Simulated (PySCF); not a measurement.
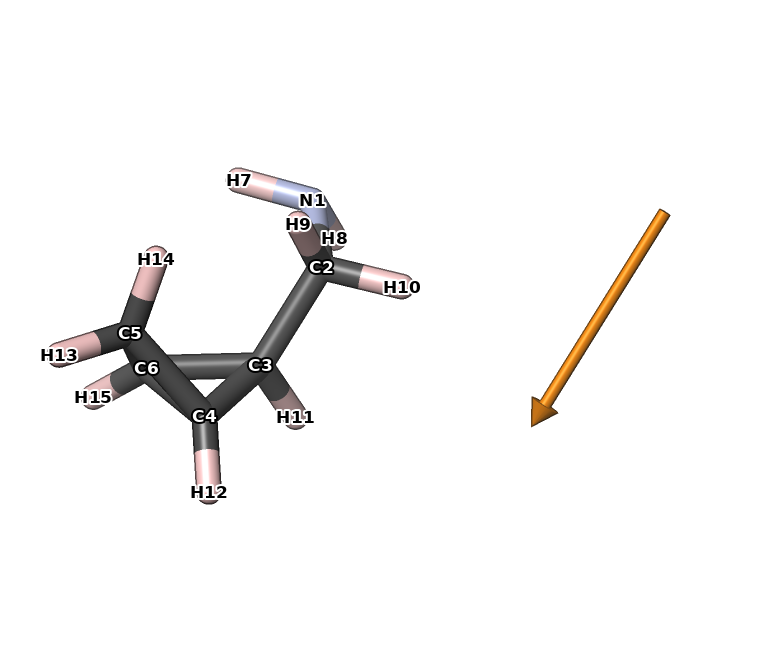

The arrow beside the molecule shows the direction of the dipole moment, from the negative to the positive end (its length means nothing). Computed geometry: GFN2-xTB optimisation. No frequency run is at hand to confirm it as a minimum. Method: CAM-B3LYP/def2-SVPD, gas phase (PySCF 2.14.0).

How large is the dipole moment?

2.00 D; it points from the side of N1, H9 to the side of H12, H15 (the outermost atoms at the two ends).
